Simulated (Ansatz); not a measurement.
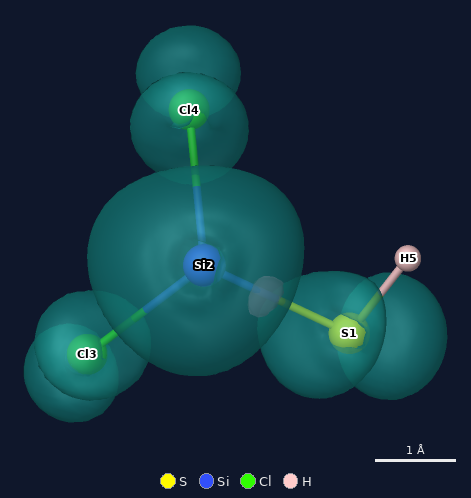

Figure 1: Cl2HSSi (doublet). Isosurfaces of the spin density at +0.015 (teal) and −0.015 e/Å³ (pink), seen across its widest extent.

Geometry: PBE0-D4/def2-TZVP.

These are results of Ansatz 0.2.0, UKS PBE0-D4/def2-TZVPP, not measurements.

```yaml
atoms:
  - { symbol: S, position_ang: [0.5299, 1.1892, -0.8703] }
  - { symbol: Si, position_ang: [0.1228, -0.2576, 0.6349] }
  - { symbol: Cl, position_ang: [1.6815, -1.5838, 0.5550] }
  - { symbol: Cl, position_ang: [-1.6483, -1.2484, 0.2996] }
  - { symbol: H, position_ang: [-0.6360, 1.8269, -0.6605] }
```

### Describe the spin distribution.

The unpaired spin (1 electron) lies mostly on Si2 (about 0.6), S1 (about 0.1), Cl4 (about 0.1) and Cl3 (about 0.1), in electrons by Hirshfeld's partition.
